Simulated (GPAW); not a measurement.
Consider GaFe3 (Fm-3m).

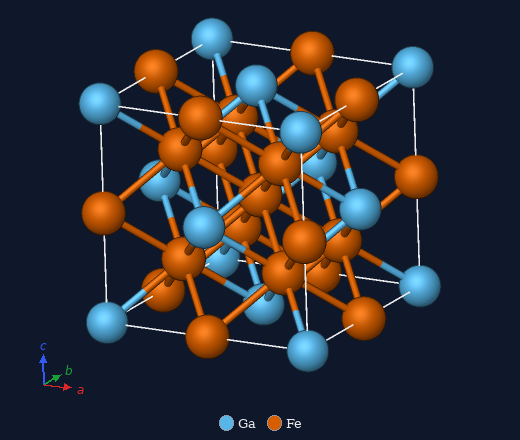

The structure (gallium blue, iron orange). Some periodic images of atoms are drawn too.

```xyz
4
Lattice="0.0000 2.8916 2.8916 2.8916 0.0000 2.8916 2.8916 2.8916 0.0000" Properties=species:S:1:pos:R:3 pbc="T T T"
Ga    0.0000    0.0000    0.0000
Fe    1.4458    1.4458    1.4458
Fe    4.3374    4.3374    4.3374
Fe    2.8916    2.8916    2.8916
```

Absorber: atom 2, with 2 Ga at 2.50 Å, 4 Fe at 2.50 Å, 2 Ga at 2.50 Å and 6 Fe at 2.89 Å (cube and octahedron, as in bcc, site symmetry -43m). Method: GPAW, LDA, excited-electron core hole (neutral cell), 16-atom cell with 5.8 Å between holes, 3×3×3 k points, dipole transitions, Gaussian full width 1.25 eV up to 4 eV, rising linearly to 3.5 eV at 25 eV.

**Question.** Predict the near-edge structure at the Fe K edge.

Main maxima up to 30 eV above the zero (height): 2.1 eV (0.48), 7.5 eV (1.07), 10.5 eV (1.30), 14.2 eV (1.56), 17.9 eV (1.92), 22.4 eV (1.19) and 28.3 eV (1.74). A K edge sees empty p states, which here mix into the lowest empty bands, so that weight starts at the zero. The total-energy difference is 7091.03 eV. The tabulated edge of the element is 7112 eV. The functional leaves an error in such absolute values: in the free atom LDA prices this hole 16.1 eV below PBE (computed apart), and PBE is itself good to a few eV.

The Fe K spectrum (energy from the lowest empty level; intensity scaled to a mean of 1 over the first 20 eV):

```
E (eV)  intensity
  -2.0       0.00
  -0.5       0.04
   1.0       0.36
   2.5       0.45
   4.0       0.35
   5.5       0.67
   7.0       0.96
   8.5       0.76
  10.0       1.16
  11.5       0.95
  13.0       1.13
  14.5       1.54
  16.0       1.34
  17.5       1.87
  19.0       1.59
  20.5       1.12
  22.0       1.18
  23.5       1.13
  25.0       1.12
  26.5       1.47
  28.0       1.74
  29.5       1.66
  31.0       1.42
```

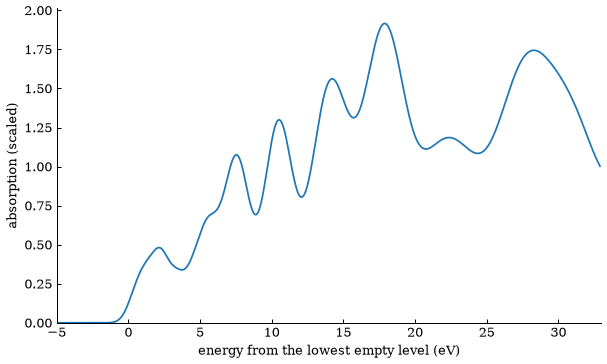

The Fe K edge.

The hole lies in one spin channel, while the script sums the empty states of both and takes the lower zero; where the two channels are split, this blurs and shifts the curve. Quadrupole 1s→3d transitions, which feed the pre-edge, are not in the dipole spectrum. The crystal has 2 inequivalent Fe sites and not all are shown here, while a measurement adds them all. The spins start ferromagnetically in a simple order, which needn't be the measured one; gap and edge can depend on it. The holes are only 5.8 Å apart, so the shape is probably not converged with cell size; no larger cell was run here. The mesh is coarse (0.36 Å⁻¹ between points), so small maxima may be mesh ripples. Lifetime broadening is put in by hand, and intensities beyond about 20 eV depend on it and on the partial waves. The structure is a computed Materials Project entry and may be a hypothetical form.

[Banner, clock and machine lines of the logs are left out without a mark of their own.]

[Logs are printed without paths, hosts, clocks, repeated set-up lines and the standing remarks that a program may print on its own settings, such as how far it seeks lower states.]

[Hosts, paths, dates, database ids (printed as entryN), source tags and the programs' standing remarks are cut or masked in the printed files.]

[Lists of maxima count a maximum above −3 eV only where it reaches 4 % of the highest in the window and stands out from its surroundings by 2 % of it (1.5 % where it reaches 55 %); shoulders and weaker maxima are passed over, and of the rest the first, up to two pre-edge ones and the few strongest are named.]
